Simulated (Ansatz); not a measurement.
# Si20H28 off sphere (Si₂₀H₂₈): one molecule under many settings

Aim: run Si20H28 off sphere (Si₂₀H₂₈) under a spread of inputs, and see what each costs and gives.

Program: Ansatz 0.2.0, Gaussian basis. Level of theory: the settings change from run to run. These are calculated values, not measurements.

### Step 1. The geometry

The geometry comes from an earlier relaxation with PBE-D4/def2-SVP; it is a stationary point, not always the lowest conformer.

48 atoms, charge 0, spin multiplicity 1.

Atoms are counted from 1 here; the program's logs count them from 0.

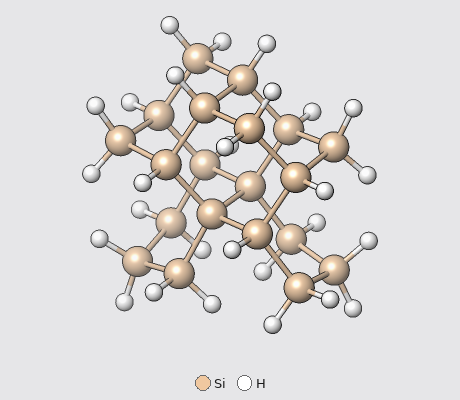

The structure; silicon light orange, hydrogen white.

### Step 2. r2SCAN50/cc-pVDZ

Options: density fitting with def2-universal-jkfit, relativity set to scalar.

The input, in.yaml:

```yaml
crystal:
  periodic: [false, false, false]
  atoms:
    - {symbol: Si, position_ang: [-3.886575, 1.932956, -0.275912]}
    - {symbol: Si, position_ang: [-1.386293, -3.159389, 2.754769]}
    - {symbol: Si, position_ang: [1.680507, -3.431049, -0.367575]}
    - {symbol: Si, position_ang: [-1.062614, 2.082599, -2.977626]}
    - {symbol: Si, position_ang: [1.601633, -0.672439, -2.971103]}
    - {symbol: Si, position_ang: [-1.083289, -0.677055, -0.271214]}
    - {symbol: Si, position_ang: [-1.135209, 1.884805, 2.529726]}
    - {symbol: Si, position_ang: [1.640751, -0.700171, 2.414774]}
    - {symbol: Si, position_ang: [1.628300, 2.055106, -0.249043]}
    - {symbol: Si, position_ang: [4.343703, -0.685929, -0.256909]}
    - {symbol: Si, position_ang: [-2.529188, -1.884051, 1.137413]}
    - {symbol: Si, position_ang: [-2.415818, 0.700041, -1.639041]}
    - {symbol: Si, position_ang: [-2.753401, 3.159674, 1.387499]}
    - {symbol: Si, position_ang: [0.247804, -2.055223, -1.628255]}
    - {symbol: Si, position_ang: [0.278398, -1.932962, 3.886390]}
    - {symbol: Si, position_ang: [2.978311, -2.082827, 1.060632]}
    - {symbol: Si, position_ang: [0.253778, 0.685419, -4.343839]}
    - {symbol: Si, position_ang: [0.366949, 3.430797, -1.681316]}
    - {symbol: Si, position_ang: [2.970119, 0.672129, -1.603698]}
    - {symbol: Si, position_ang: [0.272193, 0.677132, 1.083200]}
    - {symbol: H, position_ang: [-4.697794, 2.882449, -1.124289]}
    - {symbol: H, position_ang: [-4.843303, 0.979083, 0.395478]}
    - {symbol: H, position_ang: [-2.379895, -3.680485, 3.765651]}
    - {symbol: H, position_ang: [-0.749276, -4.346828, 2.080412]}
    - {symbol: H, position_ang: [2.605108, -4.162190, -1.311791]}
    - {symbol: H, position_ang: [0.908245, -4.458933, 0.418775]}
    - {symbol: H, position_ang: [-1.939991, 2.960375, -3.840941]}
    - {symbol: H, position_ang: [2.491856, -1.546595, -3.826212]}
    - {symbol: H, position_ang: [-1.845958, 0.890528, 3.414836]}
    - {symbol: H, position_ang: [-0.303350, 2.778723, 3.416925]}
    - {symbol: H, position_ang: [2.557788, 0.184119, 3.230575]}
    - {symbol: H, position_ang: [2.514611, 2.889169, 0.647248]}
    - {symbol: H, position_ang: [5.256903, -1.517920, -1.124853]}
    - {symbol: H, position_ang: [5.196902, 0.179087, 0.638690]}
    - {symbol: H, position_ang: [-3.417714, -2.777435, 0.306388]}
    - {symbol: H, position_ang: [-3.413056, -0.889210, 1.848935]}
    - {symbol: H, position_ang: [-3.232050, -0.184421, -2.555534]}
    - {symbol: H, position_ang: [-3.763371, 3.681385, 2.381713]}
    - {symbol: H, position_ang: [-2.079335, 4.346761, 0.749492]}
    - {symbol: H, position_ang: [-0.649251, -2.889208, -2.513868]}
    - {symbol: H, position_ang: [1.127213, -2.882498, 4.697100]}
    - {symbol: H, position_ang: [-0.392196, -0.978912, 4.843496]}
    - {symbol: H, position_ang: [3.842188, -2.960605, 1.937465]}
    - {symbol: H, position_ang: [-0.642525, -0.179775, -5.196120]}
    - {symbol: H, position_ang: [1.121006, 1.517151, -5.257954]}
    - {symbol: H, position_ang: [1.310799, 4.161032, -2.607009]}
    - {symbol: H, position_ang: [-0.418262, 4.459421, -0.908880]}
    - {symbol: H, position_ang: [3.824642, 1.546139, -2.494623]}
basis:
  gaussian: {orbitals: cc-pVDZ, fitting: {mean_field: def2-universal-jkfit}}
hamiltonian: {xc: {name: r2SCAN50}, pseudopotentials: {relativity: scalar}}
scf: {omitted_lower_state_checks: [starts]}
output: {forces: true}
```

The run is started by

```
> ansatz run in.yaml --threads 2 --pin off --events-out ev --progress --plain --max-ram 20480MiB --backend cuda --devices 0, --max-vram 18GiB
```

What it wrote, cut to the lines that bear on the results:

```text
Functional definition: r2SCAN50
  name "r2SCAN50"
  cite "Bursch, Neugebauer, Ehlert & Grimme, J. Chem. Phys. 156, 134105 (2022) doi:10.1063/5.0086040"
  cite "Furness, Kaplan, Ning, Perdew & Sun, J. Phys. Chem. Lett. 11, 8208 (2020) doi:10.1021/acs.jpclett.0c02405"
  cite "Furness, Kaplan, Ning, Perdew & Sun, J. Phys. Chem. Lett. 11, 9248 (2020) doi:10.1021/acs.jpclett.0c03077"
  parent r2scan
[...]
3064 factors; integrals over basis functions are off by at most 3.1e-1 eV
[...]
mean field -158292.13099681 eV, -5817.1285198729 hartree, gradient 6.4e-5 eV, S^2 0.000000; 0 other end points of the search recorded, 0 dependent functions left out
[...]
reference -158292.13101322 eV, -5817.1285204757 hartree; 154, 154 occupied and 346, 346 virtual orbitals, 3064 factors
Total energy: -158292.13101322 eV, -5817.1285204757 hartree
Relativity: scalar
Atom 0 at    -3.886575     1.932956    -0.275912 Å, force    -0.284030     0.025681    -0.016076 eV/Å
Atom 1 at    -1.386293    -3.159389     2.754769 Å, force    -0.074399    -0.265507     0.086458 eV/Å
Atom 2 at     1.680507    -3.431049    -0.367575 Å, force     0.056427    -0.282429    -0.039941 eV/Å
Atom 3 at    -1.062614     2.082599    -2.977626 Å, force    -0.106501     0.118363    -0.166452 eV/Å
Atom 4 at     1.601633    -0.672439    -2.971103 Å, force     0.112482    -0.109353    -0.174643 eV/Å
[...]
Atom 32 at     5.256903    -1.517920    -1.124853 Å, force    -0.211987     0.186927     0.190212 eV/Å
Atom 33 at     5.196902     0.179087     0.638690 Å, force    -0.194534    -0.190753    -0.199664 eV/Å
Atom 34 at    -3.417714    -2.777435     0.306388 Å, force     0.201028     0.189970     0.187745 eV/Å
Atom 35 at    -3.413056    -0.889210     1.848935 Å, force     0.193362    -0.210805    -0.145014 eV/Å
Atom 36 at    -3.232050    -0.184421    -2.555534 Å, force     0.172037     0.183708     0.193141 eV/Å
Atom 37 at    -3.763371     3.681385     2.381713 Å, force     0.230021    -0.120267    -0.222949 eV/Å
Atom 38 at    -2.079335     4.346761     0.749492 Å, force    -0.158208    -0.270970     0.151568 eV/Å
Atom 39 at    -0.649251    -2.889208    -2.513868 Å, force     0.191896     0.171663     0.187681 eV/Å
Atom 40 at     1.127213    -2.882498     4.697100 Å, force    -0.190227     0.205448    -0.188070 eV/Å
Atom 41 at    -0.392196    -0.978912     4.843496 Å, force     0.150739    -0.210818    -0.214228 eV/Å
Atom 42 at     3.842188    -2.960605     1.937465 Å, force    -0.185738     0.186766    -0.185705 eV/Å
Atom 43 at    -0.642525    -0.179775    -5.196120 Å, force     0.199795     0.190791     0.194358 eV/Å
Atom 44 at     1.121006     1.517151    -5.257954 Å, force    -0.190051    -0.186790     0.212245 eV/Å
Atom 45 at     1.310799     4.161032    -2.607009 Å, force    -0.205576    -0.167356     0.206529 eV/Å
Atom 46 at    -0.418262     4.459421    -0.908880 Å, force     0.184419    -0.235272    -0.180612 eV/Å
Atom 47 at     3.824642     1.546139    -2.494623 Å, force    -0.179794    -0.185497     0.189729 eV/Å
Dipole moment:     0.019562    -0.000045    -0.019594 e Å
Checks for a lower state left out: starts
```

Wall time 14 s (1 × H100 (card shared with other runs) with 2 threads of AMD EPYC 7R13, shared host); peak host memory 1.9 GiB.

Largest force 0.349 eV/Å, dipole 0.13 D.

### Step 3. RPA/6-31G*

This run has charge -1, multiplicity 2, density fitting with def2-universal-jkfit, relativity set to scalar.

in.yaml: that of step 2 with these lines changed.

```diff
@@ -52,5 +52,7 @@
 basis:
-  gaussian: {orbitals: cc-pVDZ, fitting: {mean_field: def2-universal-jkfit}}
-hamiltonian: {xc: {name: r2SCAN50}, pseudopotentials: {relativity: scalar}}
+  gaussian: {orbitals: "6-31G*", fitting: {mean_field: def2-universal-jkfit}}
+total_charge: -1
+magnetization: {spin_polarized: true, initial_magnetization: 1}
+hamiltonian: {xc: {name: HF}, pseudopotentials: {relativity: scalar}}
+correlation: {method: rpa}
 scf: {omitted_lower_state_checks: [starts]}
-output: {forces: true}
```

Launched as before.

What it wrote, cut to the lines that bear on the results:

```text
Functional definition: HF
  name "HF"
  cite "Fock, Z. Phys. 61, 126 (1930) doi:10.1007/BF01340294"
  parent pbe
[...]
3064 factors; integrals over basis functions are off by at most 7.3e-2 eV
[...]
mean field -157978.61366074 eV, -5805.6069702820 hartree, gradient 1.9e-6 eV, S^2 0.759340; 0 other end points of the search recorded, 0 dependent functions left out
100 core orbitals not correlated: weight in the atoms' cores, before any rotation towards them, 1.000 or more for the frozen orbitals, at most 0.000 for the correlated occupied ones
reference -157978.61366074 eV, -5805.6069702820 hartree; 55, 54 occupied and 281, 282 virtual orbitals, 3064 factors
Total energy: -158034.21469763 eV, -5807.6502706998 hartree
Relativity: scalar
Checks for a lower state left out: starts
```

Run time: 15 s. Hardware: 1 × H100 (card shared with other runs) with 2 threads of AMD EPYC 7R13, shared host; peak host memory 2.5 GiB.

⟨S²⟩ 0.759.

### Step 4. r2SCAN50/6-31G*

Options: atoms shaken by 0.03 Å, density fitting with def2-universal-jkfit, a grid of angular degree 47, D4 dispersion, the search for lower states set to off.

The input, in.yaml:

```yaml
crystal:
  periodic: [false, false, false]
  atoms:
    - {symbol: Si, position_ang: [-3.833755, 1.891520, -0.263547]}
    - {symbol: Si, position_ang: [-1.349216, -3.166096, 2.779170]}
    - {symbol: Si, position_ang: [1.733820, -3.426635, -0.411261]}
    - {symbol: Si, position_ang: [-1.081203, 2.042922, -2.971167]}
    - {symbol: Si, position_ang: [1.648496, -0.670556, -2.945973]}
    - {symbol: Si, position_ang: [-1.070114, -0.675804, -0.307070]}
    - {symbol: Si, position_ang: [-1.113880, 1.910317, 2.500513]}
    - {symbol: Si, position_ang: [1.681095, -0.720348, 2.416487]}
    - {symbol: Si, position_ang: [1.636079, 2.066751, -0.256965]}
    - {symbol: Si, position_ang: [4.372035, -0.689302, -0.237218]}
    - {symbol: Si, position_ang: [-2.514755, -1.855954, 1.171478]}
    - {symbol: Si, position_ang: [-2.424686, 0.676306, -1.665418]}
    - {symbol: Si, position_ang: [-2.758599, 3.158838, 1.357481]}
    - {symbol: Si, position_ang: [0.241007, -2.039324, -1.639843]}
    - {symbol: Si, position_ang: [0.261980, -1.967077, 3.877288]}
    - {symbol: Si, position_ang: [3.010384, -2.025929, 1.102697]}
    - {symbol: Si, position_ang: [0.280730, 0.684775, -4.386377]}
    - {symbol: Si, position_ang: [0.403794, 3.450496, -1.638219]}
    - {symbol: Si, position_ang: [2.974389, 0.710027, -1.623918]}
    - {symbol: Si, position_ang: [0.238446, 0.665533, 1.078548]}
    - {symbol: H, position_ang: [-4.707384, 2.862902, -1.126739]}
    - {symbol: H, position_ang: [-4.823366, 1.072312, 0.414954]}
    - {symbol: H, position_ang: [-2.406582, -3.629505, 3.797901]}
    - {symbol: H, position_ang: [-0.764932, -4.341396, 2.110717]}
    - {symbol: H, position_ang: [2.584397, -4.204116, -1.288342]}
    - {symbol: H, position_ang: [0.935829, -4.456006, 0.406574]}
    - {symbol: H, position_ang: [-1.942144, 2.988053, -3.886669]}
    - {symbol: H, position_ang: [2.508793, -1.598627, -3.849385]}
    - {symbol: H, position_ang: [-1.912756, 0.921792, 3.454216]}
    - {symbol: H, position_ang: [-0.314542, 2.777488, 3.414440]}
    - {symbol: H, position_ang: [2.562422, 0.144804, 3.214107]}
    - {symbol: H, position_ang: [2.509086, 2.886793, 0.622294]}
    - {symbol: H, position_ang: [5.241711, -1.504067, -1.161521]}
    - {symbol: H, position_ang: [5.143915, 0.164478, 0.629678]}
    - {symbol: H, position_ang: [-3.404822, -2.782289, 0.300138]}
    - {symbol: H, position_ang: [-3.401241, -0.905457, 1.841191]}
    - {symbol: H, position_ang: [-3.234269, -0.237135, -2.587671]}
    - {symbol: H, position_ang: [-3.797777, 3.706343, 2.394091]}
    - {symbol: H, position_ang: [-2.040853, 4.336390, 0.743032]}
    - {symbol: H, position_ang: [-0.564706, -2.848689, -2.451429]}
    - {symbol: H, position_ang: [1.094768, -2.871031, 4.731675]}
    - {symbol: H, position_ang: [-0.337405, -1.017972, 4.869584]}
    - {symbol: H, position_ang: [3.863292, -2.990441, 1.907179]}
    - {symbol: H, position_ang: [-0.657819, -0.175312, -5.177920]}
    - {symbol: H, position_ang: [1.172493, 1.585944, -5.250312]}
    - {symbol: H, position_ang: [1.350822, 4.185865, -2.610779]}
    - {symbol: H, position_ang: [-0.440524, 4.460724, -0.934020]}
    - {symbol: H, position_ang: [3.790594, 1.493459, -2.469386]}
basis:
  gaussian: {orbitals: "6-31G*", fitting: {mean_field: def2-universal-jkfit}, final_grid: {core_spheres: 20, valence_spheres: 16, degree: 47}}
hamiltonian: {xc: {name: r2SCAN50}, dispersion: d4}
scf: {lower_state_search: off}
output: {forces: true}
```

The command is unchanged.

What it wrote, cut to the lines that bear on the results:

```text
Functional definition: r2SCAN50
  name "r2SCAN50"
  cite "Bursch, Neugebauer, Ehlert & Grimme, J. Chem. Phys. 156, 134105 (2022) doi:10.1063/5.0086040"
  cite "Furness, Kaplan, Ning, Perdew & Sun, J. Phys. Chem. Lett. 11, 8208 (2020) doi:10.1021/acs.jpclett.0c02405"
  cite "Furness, Kaplan, Ning, Perdew & Sun, J. Phys. Chem. Lett. 11, 9248 (2020) doi:10.1021/acs.jpclett.0c03077"
  parent r2scan
[...]
3064 factors; integrals over basis functions are off by at most 8.0e-2 eV
[...]
mean field -157988.04091343 eV, -5805.9534154282 hartree, gradient 3.0e-6 eV, S^2 0.000000; 0 other end points of the search recorded, 0 dependent functions left out
[...]
reference -157988.04093021 eV, -5805.9534160447 hartree; 154, 154 occupied and 282, 282 virtual orbitals, 3064 factors
Total energy: -157989.43219839 eV, -5806.0045442073 hartree
[...]
Atom 40 at     1.094768    -2.871031     4.731675 Å, force    -0.105256     0.051404    -0.275996 eV/Å
Atom 41 at    -0.337405    -1.017972     4.869584 Å, force    -0.014277    -0.134396    -0.365702 eV/Å
Atom 42 at     3.863292    -2.990441     1.907179 Å, force    -0.316519     0.485557    -0.185166 eV/Å
Atom 43 at    -0.657819    -0.175312    -5.177920 Å, force     0.379290     0.217624    -0.005701 eV/Å
Atom 44 at     1.172493     1.585944    -5.250312 Å, force    -0.634242    -0.615313     0.383371 eV/Å
Atom 45 at     1.350822     4.185865    -2.610779 Å, force    -0.643372    -0.485350     0.660958 eV/Å
Atom 46 at    -0.440524     4.460724    -0.934020 Å, force     0.283052    -0.156379    -0.062797 eV/Å
Atom 47 at     3.790594     1.493459    -2.469386 Å, force     0.876518     0.918024    -0.913597 eV/Å
Dipole moment:     0.166821    -0.042868    -0.008374 e Å
Checks for a lower state left out: stability, starts, cluster_reference, orbital_swaps, neighbouring_geometries, increment
```

It took 9 s on 1 × H100 (card shared with other runs) with 2 threads of AMD EPYC 7R13, shared host; peak host memory 1.8 GiB.

Largest force 2.209 eV/Å, dipole 0.83 D.

### Step 5. B97M-V/STO-3G

Set apart from the defaults: multiplicity 3, a grid of angular degree 11.

The input, in.yaml:

```yaml
crystal:
  periodic: [false, false, false]
  atoms:
    - {symbol: Si, position_ang: [-3.886575, 1.932956, -0.275912]}
    - {symbol: Si, position_ang: [-1.386293, -3.159389, 2.754769]}
    - {symbol: Si, position_ang: [1.680507, -3.431049, -0.367575]}
    - {symbol: Si, position_ang: [-1.062614, 2.082599, -2.977626]}
    - {symbol: Si, position_ang: [1.601633, -0.672439, -2.971103]}
    - {symbol: Si, position_ang: [-1.083289, -0.677055, -0.271214]}
    - {symbol: Si, position_ang: [-1.135209, 1.884805, 2.529726]}
    - {symbol: Si, position_ang: [1.640751, -0.700171, 2.414774]}
    - {symbol: Si, position_ang: [1.628300, 2.055106, -0.249043]}
    - {symbol: Si, position_ang: [4.343703, -0.685929, -0.256909]}
    - {symbol: Si, position_ang: [-2.529188, -1.884051, 1.137413]}
    - {symbol: Si, position_ang: [-2.415818, 0.700041, -1.639041]}
    - {symbol: Si, position_ang: [-2.753401, 3.159674, 1.387499]}
    - {symbol: Si, position_ang: [0.247804, -2.055223, -1.628255]}
    - {symbol: Si, position_ang: [0.278398, -1.932962, 3.886390]}
    - {symbol: Si, position_ang: [2.978311, -2.082827, 1.060632]}
    - {symbol: Si, position_ang: [0.253778, 0.685419, -4.343839]}
    - {symbol: Si, position_ang: [0.366949, 3.430797, -1.681316]}
    - {symbol: Si, position_ang: [2.970119, 0.672129, -1.603698]}
    - {symbol: Si, position_ang: [0.272193, 0.677132, 1.083200]}
    - {symbol: H, position_ang: [-4.697794, 2.882449, -1.124289]}
    - {symbol: H, position_ang: [-4.843303, 0.979083, 0.395478]}
    - {symbol: H, position_ang: [-2.379895, -3.680485, 3.765651]}
    - {symbol: H, position_ang: [-0.749276, -4.346828, 2.080412]}
    - {symbol: H, position_ang: [2.605108, -4.162190, -1.311791]}
    - {symbol: H, position_ang: [0.908245, -4.458933, 0.418775]}
    - {symbol: H, position_ang: [-1.939991, 2.960375, -3.840941]}
    - {symbol: H, position_ang: [2.491856, -1.546595, -3.826212]}
    - {symbol: H, position_ang: [-1.845958, 0.890528, 3.414836]}
    - {symbol: H, position_ang: [-0.303350, 2.778723, 3.416925]}
    - {symbol: H, position_ang: [2.557788, 0.184119, 3.230575]}
    - {symbol: H, position_ang: [2.514611, 2.889169, 0.647248]}
    - {symbol: H, position_ang: [5.256903, -1.517920, -1.124853]}
    - {symbol: H, position_ang: [5.196902, 0.179087, 0.638690]}
    - {symbol: H, position_ang: [-3.417714, -2.777435, 0.306388]}
    - {symbol: H, position_ang: [-3.413056, -0.889210, 1.848935]}
    - {symbol: H, position_ang: [-3.232050, -0.184421, -2.555534]}
    - {symbol: H, position_ang: [-3.763371, 3.681385, 2.381713]}
    - {symbol: H, position_ang: [-2.079335, 4.346761, 0.749492]}
    - {symbol: H, position_ang: [-0.649251, -2.889208, -2.513868]}
    - {symbol: H, position_ang: [1.127213, -2.882498, 4.697100]}
    - {symbol: H, position_ang: [-0.392196, -0.978912, 4.843496]}
    - {symbol: H, position_ang: [3.842188, -2.960605, 1.937465]}
    - {symbol: H, position_ang: [-0.642525, -0.179775, -5.196120]}
    - {symbol: H, position_ang: [1.121006, 1.517151, -5.257954]}
    - {symbol: H, position_ang: [1.310799, 4.161032, -2.607009]}
    - {symbol: H, position_ang: [-0.418262, 4.459421, -0.908880]}
    - {symbol: H, position_ang: [3.824642, 1.546139, -2.494623]}
basis:
  gaussian: {orbitals: STO-3G, final_grid: {core_spheres: 5, valence_spheres: 4, degree: 11}}
magnetization: {spin_polarized: true, initial_magnetization: 2}
hamiltonian: {xc: {name: B97M-V}}
scf: {omitted_lower_state_checks: [starts]}
```

Launched as before.

What it wrote, cut to the lines that bear on the results:

```text
Functional definition: B97M-V
  name "B97M-V"
  cite "Mardirossian & Head-Gordon, J. Chem. Phys. 142, 074111 (2015) doi:10.1063/1.4907719"
  cite "Becke, J. Chem. Phys. 107, 8554 (1997) doi:10.1063/1.475007"
  cite "Vydrov & Van Voorhis, J. Chem. Phys. 133, 244103 (2010) doi:10.1063/1.3521275"
  # Of w^i u^j: cxij and so on, Table III.
[...]
  gx(w, u) = cx00 + cx01*u + cx02*u^2 + (cx10 + cx11*u)*w
  gss(w, u) = css00 + css02*u^2 + css10*w + (css32*w^3 + css42*w^4)*u^2
  gos(w, u) = cos00 + cos01*u + cos03*u^3 + cos10*w + cos32*w^3*u^2
[...]
      + integral(e_c_pw_mod_opposite_spin*gos(b97_w_opposite, b97_u_opposite)) + vv10(b, c)
[...]
2337 factors; integrals over basis functions are off by at most 3.5e-5 eV
[...]
mean field -156174.06638304 eV, -5739.2910809926 hartree, gradient 4.8e-6 eV, S^2 2.001718; 2 other end points of the search recorded, 0 dependent functions left out
reference -156174.06669025 eV, -5739.2910922822 hartree; 155, 153 occupied and 53, 55 virtual orbitals, 2337 factors
Total energy: -156174.06669025 eV, -5739.2910922822 hartree
Checks for a lower state left out: starts
```

It took 20 s on 1 × H100 (card shared with other runs) with 2 threads of AMD EPYC 7R13, shared host; peak host memory 0.97 GiB.

⟨S²⟩ 2.002.

### Step 6. The runs in one table

| level | charge | multiplicity | geometry | functions | energy (eV) | time |
| --- | --- | --- | --- | --- | --- | --- |
| r2SCAN50/cc-pVDZ | 0 | 1 | relaxed | 500 | -158292.131 | 14 s |
| RPA/6-31G* | -1 | 2 | relaxed | 436 | -158034.215 | 15 s |
| r2SCAN50/6-31G* | 0 | 1 | shaken | 436 | -157989.432 | 9 s |
| B97M-V/STO-3G | 0 | 3 | relaxed | 208 | -156174.067 | 20 s |

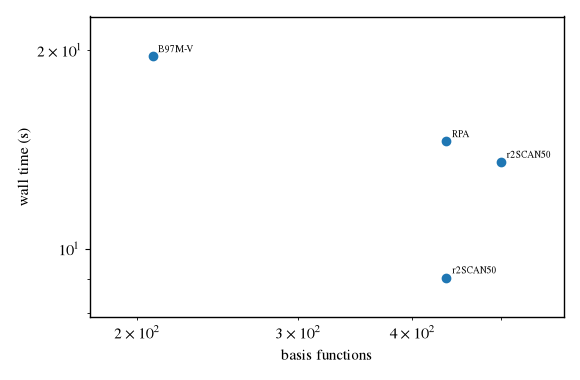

Wall time against the number of basis functions (shared host).

### Step 7. Results

| quantity | value |
| --- | --- |
| runs | 4 |
| quickest | r2SCAN50/6-31G*, 9 s |
| slowest | B97M-V/STO-3G, 20 s |

**Reading.** The runs differ in state or geometry as well as level, so their energies can't be set against each other. B97M-V/STO-3G took 2 times as long as r2SCAN50/6-31G*. The jobs differ in tasks and options as well as level. At the PBE-D4/def2-SVP geometry and in the same state, runs without warnings or point charges leave forces up to 0.35 eV/Å (r2SCAN50/cc-pVDZ), against 2.2 eV/Å where the atoms were moved.
